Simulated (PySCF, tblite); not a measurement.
**C₄H₁₀OSSi: geometry, infrared bands and NMR shifts**

What infrared bands and NMR shifts should C₄H₁₀OSSi (`C=C(C)[Si@](C)(O)S`) show?

The runs use tblite 0.8.0 and PySCF 2.14.0, with density-fitted response routines of our own; the level of theory stands in each step. All values are computed, except where a source is named. Atoms count from 0, in the outputs and in this text.

## (1) The molecule as given

17 atoms, charge 0, multiplicity 1; geometry from: force field or distance geometry start.

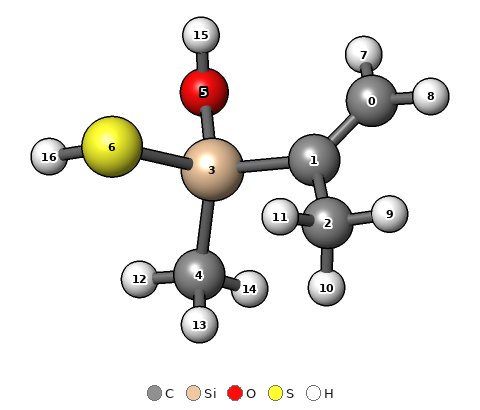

As it starts; carbon grey, silicon light orange, oxygen red, sulfur yellow, hydrogen white, atoms numbered; sticks join atoms by distance.

## (2) Relaxing the molecule with GFN2-xTB

Job settings and geometry (Å):

```
{"job": {"kind": "relax", "xc": "GFN2-xTB", "basis": "xTB"}, "charge": 0, "multiplicity": 1}
C     -1.855400    -0.522100     1.164900
C     -1.068700    -0.087800     0.161500
C     -1.598300     0.188900    -1.201100
Si     0.778100     0.171600     0.389200
C      1.769800    -0.832800    -0.795300
O      1.209300    -0.101600     1.977500
S      1.178900     2.247100     0.070400
H     -1.486400    -0.739500     2.166700
H     -2.924900    -0.667800     1.010500
H     -2.687000    -0.012900    -1.258300
H     -1.124500    -0.437800    -1.960500
H     -1.469900     1.240200    -1.476400
H      2.838700    -0.661300    -0.655800
H      1.529300    -0.576800    -1.841000
H      1.583000    -1.893400    -0.670600
H      0.819700     0.522400     2.625500
H      2.501200     2.175700     0.283100
```

Started as:

```bash
> OMP_NUM_THREADS=1 python probes_run.py task.json out
```

One launch serves the whole session: the jobs run in the order shown.

**Question.** This job is followed by: GFN2-xTB harmonic vibrations, gas phase; GIAO PBE0/pcSseg-1 NMR shielding, non-relativistic, gas phase. What will the session give for the following? strongest single infrared mode (GFN2-xTB); zero-point energy (GFN2-xTB); 13C shifts against TMS (PBE0/pcSseg-1); 1H shifts against TMS (PBE0/pcSseg-1, means over atoms taken as alike); 29Si shifts against TMS (PBE0/pcSseg-1); 17O shifts against H2O (PBE0/pcSseg-1); 33S shifts against CS2 (PBE0/pcSseg-1).

The runs gave:

| quantity | value |
| --- | --- |
| strongest single infrared mode (GFN2-xTB) | 902 cm⁻¹, 213 km/mol |
| zero-point energy (GFN2-xTB) | 80.9 kcal/mol |
| 13C shifts against TMS (PBE0/pcSseg-1) | 154.7, 132.7, 25.6, 4.3 ppm |
| 1H shifts against TMS (PBE0/pcSseg-1, means over atoms taken as alike) | 6.00, 5.58, 1.91, 1.85, 0.47, 0.40 ppm |
| 29Si shifts against TMS (PBE0/pcSseg-1) | 9.0 ppm |
| 17O shifts against H2O (PBE0/pcSseg-1) | 60.8 ppm |
| 33S shifts against CS2 (PBE0/pcSseg-1) | -184 ppm |

**Reading.** Relaxing lowered the energy by 0.181 eV in 108 steps; the close pair that moved most is Si3–C4, from 1.843 to 1.895 Å. All 45 modes are real, so the xTB geometry is a minimum. The strongest single mode, at 902 cm⁻¹, moves mainly Si3 and O5. GFN2-xTB is a fitted tight-binding method: band positions and strengths are rough. Its intensities can rank the bands wrongly. C1 (fully substituted alkene carbon) lies farthest downfield among carbon, at 154.7 ppm; as expected for a trigonal carbon in a double bond. At PBE0/pcSseg-1: The largest span, 250 ppm, is at C1, where the paramagnetic term is -234 ppm.
